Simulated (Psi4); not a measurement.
# C2H3Si (SMILES C#C[SiH2]): U-wB97M-V/aug-cc-pVDZ

What is the energy change on altering one bond length of C2H3Si at U-wB97M-V/aug-cc-pVDZ? 

Program for the calculation: Psi4 1.11.

2 further runs of the same task are left out: 2 set aside as unsound or not needed.

**1. The molecule**

C2H3Si: 6 atoms, total charge 0, spin state doublet. As SMILES, `C#C[SiH2]`. The coordinates come from a PBE0-D4/def2-TZVP relaxation.

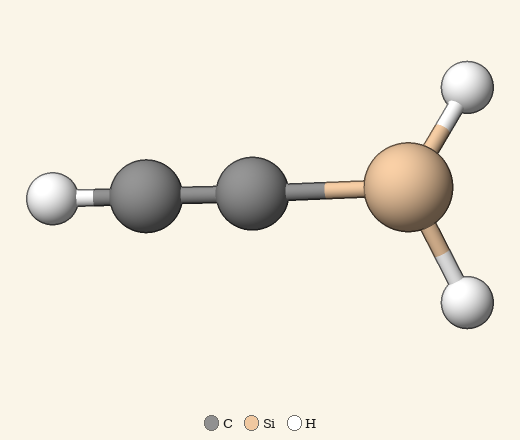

The structure, seen from a chosen angle (carbon grey, silicon light orange, hydrogen white).

**2. The energy at U-wB97M-V/aug-cc-pVDZ**

Input file c2h3si.in:

```
memory 1.6 GB

molecule {
  0 2
  C      1.019700    -1.302300     0.535000
  C      0.376000    -0.354500     0.145700
  Si    -0.444500     1.136900    -0.449500
  H      1.575400    -2.144400     0.879400
  H     -1.137600     0.894600    -1.738800
  H     -1.346900     1.705600     0.581800
  symmetry c1
}

set reference uks
set puream true
set e_convergence 1e-09
set d_convergence 1e-08
set scf_type pk
set dft_radial_points 99
set dft_spherical_points 590
set maxiter 200

result = energy("wb97m-v/aug-cc-pVDZ")
```

Launch:

```bash
$ psi4 -n 1 c2h3si.in c2h3si.out
```

c2h3si.out:

```text
[...]
  Running in c1 symmetry.
[...]
  Nuclear repulsion =   75.762560947667225
[...]
  Multiplicity = 2
[...]
  Nalpha       = 15
  Nbeta        = 14
[...]
    Number of basis functions: 100
[...]
   @UKS iter   1:  -367.16284666320587   -7.57041e-01   4.94730e-03 ADIIS/DIIS
[...]
   @UKS iter  15:  -367.33172543797969   -8.98126e-12   4.21416e-09 DIIS
[...]
   @S^2 Observed:                7.555914127E-01
[...]
    Orbital Energies [Eh]
    ---------------------
    Alpha Occupied:
       1A    -66.449576     2A    -10.378227     3A    -10.361169
       4A     -5.473154     5A     -3.791461     6A     -3.786166
       7A     -3.785178     8A     -0.884925     9A     -0.701861
      10A     -0.636158    11A     -0.504845    12A     -0.469929
      13A     -0.416941    14A     -0.391890    15A     -0.290557
    Alpha Virtual:
      16A      0.017138    17A      0.030709    18A      0.039285
      19A      0.041909    20A      0.042451    21A      0.056731
      22A      0.075204    23A      0.076511    24A      0.097409
      25A      0.110310    26A      0.120466    27A      0.122521
[...]
  @UKS Final Energy:  -367.33172543797969
   => Energetics <=
    Nuclear Repulsion Energy =             75.7625609476672253
    One-Electron Energy =                -654.7911049830383945
    Two-Electron Energy =                 235.7866799183011324
    DFT Exchange-Correlation Energy =     -24.2087934110303102
    Empirical Dispersion Energy =           0.0000000000000000
    VV10 Nonlocal Energy =                  0.1189320901206227
    Total Energy =                       -367.3317254379796850
[...]
 Multipole Moments:
 ------------------------------------------------------------------------------------
     Multipole            Electronic (a.u.)      Nuclear  (a.u.)        Total (a.u.)
 ------------------------------------------------------------------------------------
 L = 1.  Multiply by 2.5417464519 to convert [e a0] to [Debye]
 Dipole X            :          1.1449615           -1.0369653            0.1079963
 Dipole Y            :          0.0692661           -0.1861097           -0.1168436
 Dipole Z            :          0.0791057           -0.0285167            0.0505890
 Magnitude           :                                                    0.1669577
[...]
```

Run time: 4.7 min. Hardware: 1 thread of AMD EPYC 7R43 (Zen 3), shared host; peak memory 0.94 GiB.

**3. The distorted shape, same level**

Input file input.inp:

```
memory 1600 MB

molecule system {
  0 2
  C      1.290425    -1.472913     0.225605
  C      0.646725    -0.525113    -0.163695
  Si    -0.173775     0.966287    -0.758895
  H      1.846125    -2.315013     0.570005
  H     -0.866875     0.723987    -2.048195
  H     -1.346900     1.705600     0.581800
  symmetry c1
}

set {
  basis                aug-cc-pVDZ
  reference            uks
  puream               true
  e_convergence        1e-09
  d_convergence        1e-08
  scf_type             pk
  dft_radial_points    99
  dft_spherical_points 590
  maxiter              200
}

energy('wb97m-v')
```

Launch:

```bash
$ psi4 input.inp input.out -n 1
```

input.out:

```text
[...]
  Running in c1 symmetry.
[...]
  Nuclear repulsion =   74.374547944385171
[...]
  Multiplicity = 2
[...]
  Nalpha       = 15
  Nbeta        = 14
[...]
    Number of basis functions: 100
[...]
   @UKS iter   1:  -367.10632546103670   -8.06538e-01   5.16206e-03 ADIIS/DIIS
[...]
   @UKS iter  16:  -367.29621249662671   -5.62750e-12   5.05630e-09 DIIS
[...]
   @S^2 Observed:                7.550234379E-01
[...]
    Orbital Energies [Eh]
    ---------------------
    Alpha Occupied:
       1A    -66.473789     2A    -10.385298     3A    -10.367261
       4A     -5.492199     5A     -3.810378     6A     -3.805302
       7A     -3.804493     8A     -0.890931     9A     -0.701427
      10A     -0.635866    11A     -0.504048    12A     -0.438960
      13A     -0.422071    14A     -0.387577    15A     -0.295689
    Alpha Virtual:
      16A      0.010942    17A      0.022716    18A      0.035052
      19A      0.039951    20A      0.041747    21A      0.047172
      22A      0.067384    23A      0.076255    24A      0.094635
      25A      0.104116    26A      0.113999    27A      0.119384
[...]
  @UKS Final Energy:  -367.29621249662671
   => Energetics <=
    Nuclear Repulsion Energy =             74.3745479443851707
    One-Electron Energy =                -651.8028004410095946
    Two-Electron Energy =                 234.1601569182152787
    DFT Exchange-Correlation Energy =     -24.1470555306183883
    Empirical Dispersion Energy =           0.0000000000000000
    VV10 Nonlocal Energy =                  0.1189386124007936
    Total Energy =                       -367.2962124966267083
[...]
 Multipole Moments:
 ------------------------------------------------------------------------------------
     Multipole            Electronic (a.u.)      Nuclear  (a.u.)        Total (a.u.)
 ------------------------------------------------------------------------------------
 L = 1.  Multiply by 2.5417464519 to convert [e a0] to [Debye]
 Dipole X            :          1.5642209           -1.2767019            0.2875190
 Dipole Y            :         -0.2665084           -0.0350258           -0.3015343
 Dipole Z            :         -0.3583029            0.2454635           -0.1128394
 Magnitude           :                                                    0.4316513
[...]
```

Run time: 4.2 min. Hardware: 1 thread of AMD EPYC 7R43 (Zen 3), shared host; peak memory 0.92 GiB.

**4. What came out**

Level: U-wB97M-V/aug-cc-pVDZ.

| quantity | value |
| --- | --- |
| first shape: total energy | -367.33173 Eh |
| first shape: dipole moment | 0.42 D |
| first shape: HOMO energy (highest over α and β) | -7.91 eV |
| first shape: LUMO energy (lowest over α and β) | -1.15 eV |
| first shape: ⟨S²⟩ | 0.756 |
| distorted shape: total energy | -367.29621 Eh |
| distorted shape: dipole moment | 1.10 D |
| distorted shape: HOMO energy (highest over α and β) | -8.05 eV |
| distorted shape: LUMO energy (lowest over α and β) | -1.36 eV |
| distorted shape: ⟨S²⟩ | 0.755 |
| energy change with the Si3–H6 bond stretched from 1.484 to 1.929 Å | 0.966 eV |

What this shows: With the Si3–H6 bond stretched from 1.484 to 1.929 Å the energy rises by 0.97 eV (93.2 kJ/mol). The first shape isn't relaxed at this level, so the change isn't measured from a minimum.
